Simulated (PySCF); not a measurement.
**Br₂Cl₂Si (SiBr2Cl2): density, localisation and related maps**

Input

```
{"job": {"kind": "uv", "xc": "PBE0", "basis": "def2-SVPD", "ip": false, "nstates": 10}, "charge": 0, "multiplicity": 1}
Si    -0.010440    -0.020775    -0.027721
Br    -0.033912    -0.055674     2.167938
Br     2.061472    -0.037248    -0.754707
Cl    -0.950231     1.661771    -0.698036
Cl    -0.992038    -1.658554    -0.749595
```

Launched as:

```sh
OMP_NUM_THREADS=1 python probes_run.py task.json out
```

Geometry: PBE0-D3(BJ)/def2-SVP.

Level of theory: PBE0/def2-SVPD, SCF density, gas phase in PySCF.

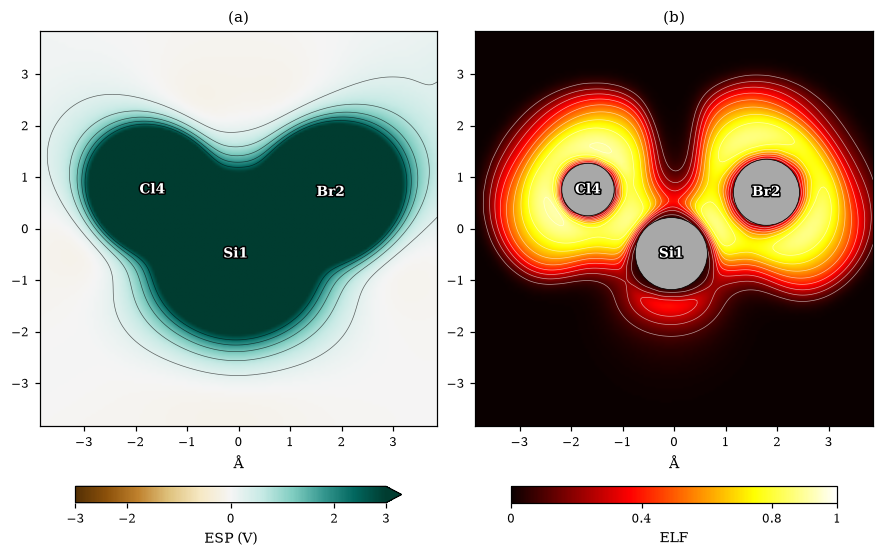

Figure 1. (a) electrostatic potential; (b) electron localisation function on the plane of atoms Br2, Si1 and Cl4. Grey discs cover the atomic cores in the ELF map.

Describe what can be read from this map.

The section cuts through Si, Br and Cl sites. Si–Cl (2.04 Å): the ELF peaks at about 0.90 between the atoms; a polar covalent bond. Si–Br (2.20 Å): the ELF peaks at about 0.85 between the atoms; a shared but strongly polarised pair. The ELF also peaks beside Br2 and Cl4, away from the bonds: lone-pair regions. The potential has no marked negative region in this plane.

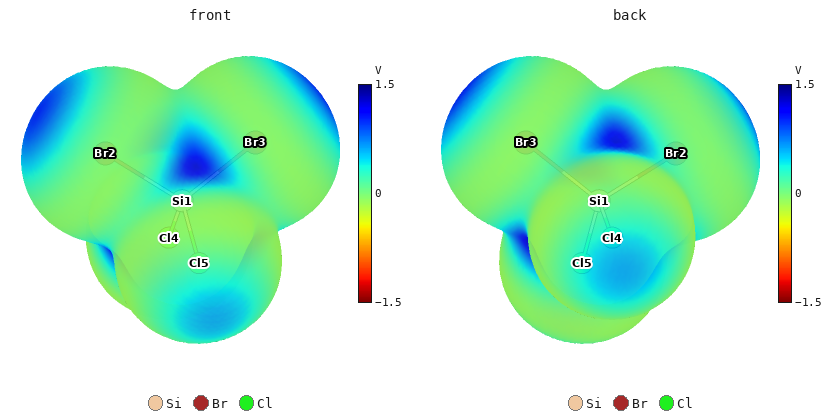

Figure 2. The electrostatic potential painted on the density surface at 0.002 e/bohr³, seen from the front and from behind; the colour scale runs from red (negative) to blue (positive).

Which sites attract a positive test charge, and which a negative one?

A positive charge is drawn to the negative regions and a negative charge to the positive ones. The most negative region (about −0.1 V) lies over Cl4 and Cl5, the most positive (about +1.2 V, or +28 kcal/mol for a unit charge) over Si1. Br2 shows a σ-hole: about +1.0 V, or +23 kcal/mol for a unit charge at the tip opposite its bond, against about 0.0 V on its flanks. Br3 shows a σ-hole: about +1.0 V, or +23 kcal/mol for a unit charge at the tip opposite its bond, against about −0.1 V on its flanks. Cl4 shows a σ-hole: about +0.6 V, or +14 kcal/mol for a unit charge at the tip opposite its bond, against about −0.1 V on its flanks. Cl5 shows a σ-hole: about +0.6 V, or +14 kcal/mol for a unit charge at the tip opposite its bond, against about −0.1 V on its flanks.

How polar is the molecule by this calculation?

Its dipole moment is 0.30 D.
